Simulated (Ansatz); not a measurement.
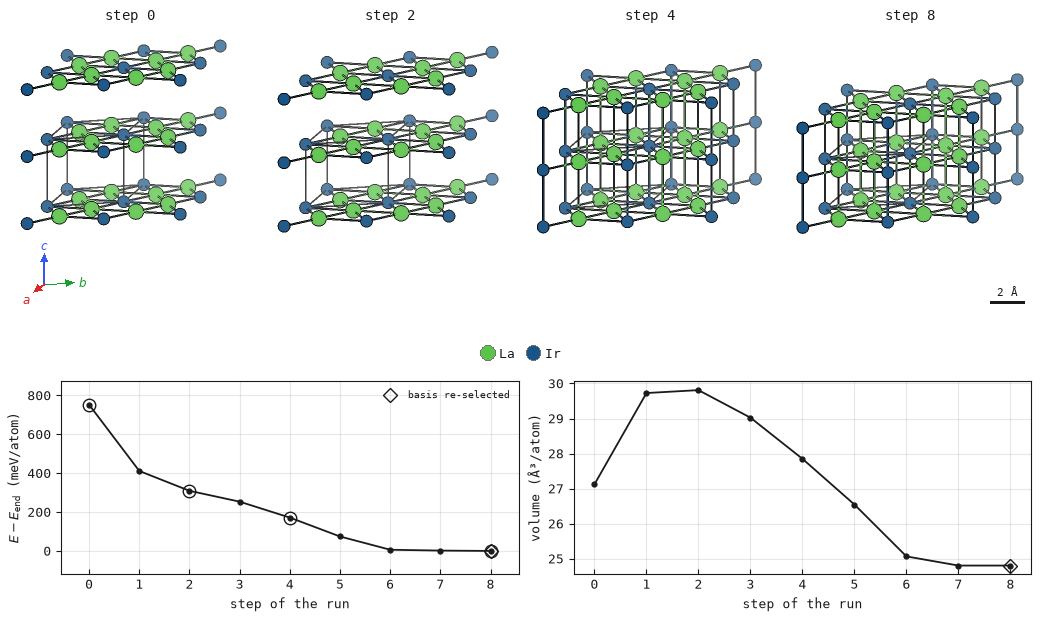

Frames of a relaxation of solid La₂Ir (a generated structure, set up in P6/mmm) (coarse preliminary run), marked on the history of the run. The picture is a ball-and-stick view of the cell of the calculation, repeated 2 × 2 × 2 with one cell outlined, seen slightly off an axis.

All numbers below come from Ansatz, DFT PBE, scalar-relativistic, plane waves, PAW. Settings: plane-wave cutoff 420 eV; k-point mesh 6 × 6 × 4; occupations gaussian; smearing width 0.1 eV; no spin polarisation; cell and atoms relaxed; force threshold 0.04 eV/Å; at most 70 steps.

Question: What happens along the run?

Answer: Over 7 accepted moves (8 points after the start) the energy falls by 752 meV per atom. All forces vanish by symmetry, so only the cell relaxes. The pressure goes from 19.81 to −0.08 GPa. The SCF was repeated once at an unchanged geometry on a basis and grid sized afresh for the cell, which shifted the energy by 1.8 meV per atom at most. No atom moves by more than 0.005 Å relative to the cell. The drawn cell changes as follows: a = b 4.771 → 5.301 Å (+11.1 %), c 4.127 → 3.057 Å (−25.9 %); the volume changes by −8.5 %. Among the contacts that change: Ir–Ir 4.127 → 3.057 Å, La–La 4.127 → 3.057 Å, Ir–La 2.755 → 3.061 Å, La–La 2.755 → 3.061 Å. The space group stays P6/mmm (No. 191). The run took 19 s on 1 thread of Intel(R) Xeon(R) 6975P-C (Granite Rapids), on a shared host, peak memory 0.45 GiB. From step 0 to 2: volume +9.9 %, energy −443 meV per atom. From step 2 to 4: volume −6.6 %, energy −138 meV per atom. From step 4 to 8: volume −10.9 %, energy −172 meV per atom.

Limits of the set-up: the k-point mesh is coarse for a cell with partly filled bands.
